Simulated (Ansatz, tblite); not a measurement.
**Al(phosphinine)H3 (C₅H₈AlP): spin states and exact exchange**

Is the singlet the ground state of Al(phosphinine)H3 (C₅H₈AlP)? Other spin states are computed and compared level by level.

Method: as each input shows; program: Ansatz 0.2.0, Gaussian basis.

The runs, in order: triplet, at the geometry of the singlet (GFN1-xTB, GFN2-xTB, PBE0-D4/def2-TZVP, PBE-D4/def2-TZVP, r2SCAN-D4/def2-TZVP); the singlet's energies come from earlier runs.

2 further runs of the same task are left out: 2 set aside as unsound or not needed.

## 1. The relaxed structure

The geometry is that of the singlet, from an earlier relaxation (PBE-D4/def2-SVP).

15 atoms, charge 0, spin multiplicity 1.

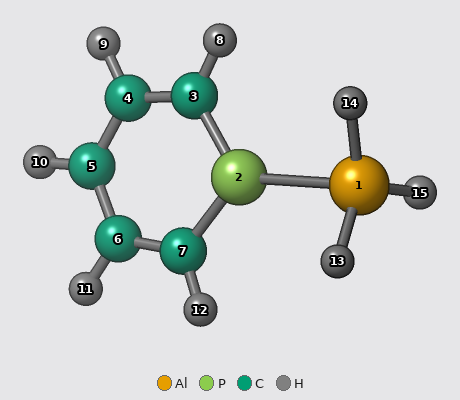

The structure; aluminium amber, phosphorus green, carbon teal, hydrogen grey; atoms are numbered from 1 in the order of the file.

## 2. Triplet at the fixed geometry, GFN1-xTB

Tight binding, by tblite at 300 K electronic temperature and without a spin-polarisation term:

```python
tblite.interface.Calculator('GFN1-xTB', numbers, positions, charge=0, uhf=2).singlepoint()
```

Energy -507.3377 eV; 0.051 s.

## 3. Triplet at the fixed geometry, GFN2-xTB

Tight binding, by tblite at 300 K electronic temperature and without a spin-polarisation term:

```python
tblite.interface.Calculator('GFN2-xTB', numbers, positions, charge=0, uhf=2).singlepoint()
```

Energy -496.0173 eV; 0.048 s.

## 4. Triplet at the fixed geometry, PBE0-D4/def2-TZVP

The input, in.yaml:

```yaml
crystal:
  periodic: [false, false, false]
  atoms:
    - {symbol: Al, position_ang: [1.075941, 1.763336, -2.511451]}
    - {symbol: P, position_ang: [0.265885, 0.419430, -0.556792]}
    - {symbol: C, position_ang: [-1.265201, 0.539801, 0.252790]}
    - {symbol: C, position_ang: [-1.629859, -0.293484, 1.317169]}
    - {symbol: C, position_ang: [-0.801183, -1.305092, 1.833991]}
    - {symbol: C, position_ang: [0.483365, -1.579935, 1.332329]}
    - {symbol: C, position_ang: [1.067325, -0.880599, 0.269243]}
    - {symbol: H, position_ang: [-1.963113, 1.316379, -0.099084]}
    - {symbol: H, position_ang: [-2.621548, -0.147619, 1.776362]}
    - {symbol: H, position_ang: [-1.175343, -1.909868, 2.673958]}
    - {symbol: H, position_ang: [1.063456, -2.390846, 1.802962]}
    - {symbol: H, position_ang: [2.081129, -1.147358, -0.069905]}
    - {symbol: H, position_ang: [2.642698, 1.731777, -2.133415]}
    - {symbol: H, position_ang: [0.208232, 3.082753, -2.185687]}
    - {symbol: H, position_ang: [0.568216, 0.801326, -3.702469]}
basis:
  gaussian: {orbitals: def2-TZVP}
magnetization: {spin_polarized: true, initial_magnetization: 2}
hamiltonian: {xc: pbe0, dispersion: d4}
scf: {omitted_lower_state_checks: [starts]}
output: {orbitals: {seedname: orbitals}}
```

Run with:

```console
$ ansatz run in.yaml --threads 4 --pin off --events-out ev --progress --plain --max-ram 4787MiB
```

Output:

```text
Functional definition: PBE0
  name "PBE0"
  cite "Adamo & Barone, J. Chem. Phys. 110, 6158 (1999) doi:10.1063/1.478522"
  cite "Perdew, Burke & Ernzerhof, Phys. Rev. Lett. 77, 3865 (1996) doi:10.1103/PhysRevLett.77.3865"
  parent pbe
  parameter a = 0.25
  parameter kappa = 0.804
  parameter beta = 0.06672455060314922
  exchange = (1 - a)*pbe_x(kappa = kappa, mu = beta*pi^2/3) + a*exact_x
  correlation = pbe_c(beta = beta)
these checks for a lower state are left out or cut short: starts
1813 factors; their error is unknown
mean field evaluation 1: about -21166.7731 eV, gradient 5.7e1 eV
mean field evaluation 2: about -20923.8251 eV, gradient 1.8e2 eV
mean field evaluation 4: about -21171.5811 eV, gradient 3.3e1 eV
mean field evaluation 8: about -21186.0637 eV, gradient 3.1e0 eV
mean field evaluation 16: about -21186.2757 eV, gradient 1.3e-1 eV
mean field evaluation 32: about -21186.2936 eV, gradient 1.4e-3 eV
mean field -21186.29361512 eV, -778.5819297701 hartree, gradient 2.4e-5 eV, S^2 2.040481; 0 other end points of the search recorded, 0 dependent functions left out
reference -21186.29365815 eV, -778.5819313514 hartree; 34, 32 occupied and 243, 245 virtual orbitals, 1813 factors
Total energy: -21186.67535132 eV, -778.5959583168 hartree
Checks for a lower state left out: starts
```

Wall time 61 s (4 threads of Intel Xeon at 2.50GHz, shared host); peak memory 1.8 GiB.

From the report: HOMO -4.62 eV, LUMO -5.41 eV (over both spins; with the spin held, an empty level of the minority spin lies below the top filled one); ⟨S²⟩ 2.040 (pure: 2.00).

## 5. Triplet at the fixed geometry, PBE-D4/def2-TZVP

start.molden holds the orbitals of an earlier run on this state, given as this run's starting guess.

in.yaml: that of step 4 with these lines changed.

```diff
@@ -19,5 +19,5 @@
 basis:
-  gaussian: {orbitals: def2-TZVP}
+  gaussian: {orbitals: def2-TZVP, initial_orbitals: start.molden}
 magnetization: {spin_polarized: true, initial_magnetization: 2}
-hamiltonian: {xc: pbe0, dispersion: d4}
+hamiltonian: {xc: pbe, dispersion: d4}
 scf: {omitted_lower_state_checks: [starts]}
```

Same command.

Output:

```text
Functional definition: PBE
  name "PBE"
  cite "Perdew, Burke & Ernzerhof, Phys. Rev. Lett. 77, 3865 (1996) doi:10.1103/PhysRevLett.77.3865"
  parent pbe
  parameter kappa = 0.804
  parameter beta = 0.06672455060314922
  exchange = pbe_x(kappa = kappa, mu = beta*pi^2/3)
  correlation = pbe_c(beta = beta)
these checks for a lower state are left out or cut short: starts
1781 factors; their error is unknown
mean field evaluation 1: about -21184.1780 eV, gradient 8.8e0 eV
mean field evaluation 2: about -21184.3878 eV, gradient 4.4e-1 eV
mean field evaluation 4: about -21184.3486 eV, gradient 4.3e-1 eV
mean field evaluation 8: about -21184.3492 eV, gradient 1.0e-4 eV
mean field -21184.34920193 eV, -778.5104739034 hartree, gradient 1.8e-5 eV, S^2 2.013771; 0 other end points of the search recorded, 0 dependent functions left out
reference -21184.34925978 eV, -778.5104760294 hartree; 34, 32 occupied and 243, 245 virtual orbitals, 1781 factors
Total energy: -21184.79709437 eV, -778.5269336468 hartree
Checks for a lower state left out: starts
```

Run time: 13 s. Hardware: 4 threads of Intel Xeon at 2.50GHz, shared host.

Report: HOMO -3.44 eV, LUMO -6.08 eV (over both spins; with the spin held, an empty level of the minority spin lies below the top filled one); ⟨S²⟩ 2.014 (pure: 2.00).

## 6. Triplet at the fixed geometry, r2SCAN-D4/def2-TZVP

in.yaml: that of step 5 with these lines changed.

```diff
@@ -21,3 +21,3 @@
 magnetization: {spin_polarized: true, initial_magnetization: 2}
-hamiltonian: {xc: pbe, dispersion: d4}
+hamiltonian: {xc: r2scan, dispersion: d4}
 scf: {omitted_lower_state_checks: [starts]}
```

Same command.

Output:

```text
Functional definition: r2SCAN
  name "r2SCAN"
  cite "Furness, Kaplan, Ning, Perdew & Sun, J. Phys. Chem. Lett. 11, 8208 (2020) doi:10.1021/acs.jpclett.0c02405"
  cite "Furness, Kaplan, Ning, Perdew & Sun, J. Phys. Chem. Lett. 11, 9248 (2020) doi:10.1021/acs.jpclett.0c03077"
  parent r2scan
  parameter k0 = 0.174
  parameter k1 = 0.065
  parameter a1 = 4.9479
  exchange = r2scan_x(k0 = k0, k1 = k1, a1 = a1)
  correlation = r2scan_c
these checks for a lower state are left out or cut short: starts
1781 factors; their error is unknown
mean field evaluation 1: about -21194.9410 eV, gradient 5.5e0 eV
mean field evaluation 2: about -21195.0156 eV, gradient 1.6e-1 eV
mean field evaluation 4: about -21194.9774 eV, gradient 1.3e-2 eV
mean field evaluation 8: about -21194.9774 eV, gradient 1.9e-5 eV
mean field -21194.97737821 eV, -778.9010521776 hartree, gradient 2.0e-5 eV, S^2 2.048793; 0 other end points of the search recorded, 0 dependent functions left out
reference -21194.97739875 eV, -778.9010529324 hartree; 34, 32 occupied and 243, 245 virtual orbitals, 1781 factors
Total energy: -21195.09093156 eV, -778.9052251863 hartree
Checks for a lower state left out: starts
```

Wall time 50 s (4 threads of Intel Xeon at 2.50GHz, shared host); peak memory 1.2 GiB.

From the report: HOMO -3.80 eV, LUMO -5.95 eV (over both spins; with the spin held, an empty level of the minority spin lies below the top filled one); ⟨S²⟩ 2.049 (pure: 2.00).

## 7. Triplet less singlet, vertical

The singlet's energies are those of its earlier runs, whose logs aren't repeated here.

```
              level  triplet less singlet, vertical (kJ/mol)     time
           GFN1-xTB                                   +307.2    0.1 s
           GFN2-xTB                                   +286.9  0.083 s
   PBE-D4/def2-TZVP                                   +297.0     21 s
r2SCAN-D4/def2-TZVP                                   +289.7     66 s
  PBE0-D4/def2-TZVP                                   +297.3     74 s
```

Times add the two runs; a level without a time comes out of a correlated run. Tight binding without a spin term can't rank spin states.

## 8. Outcome

| quantity | value |
| --- | --- |
| triplet less singlet, vertical, functionals in def2-TZVP | +289.7 (r2SCAN-D4) to +297.3 kJ/mol (PBE0-D4) |

In words: All functionals put the triplet above the singlet, over a spread of 7.6 kJ/mol. The checks for a lower triplet were left out, so another state of that spin may lie lower. These are electronic energies, without zero-point motion, entropy or surroundings.
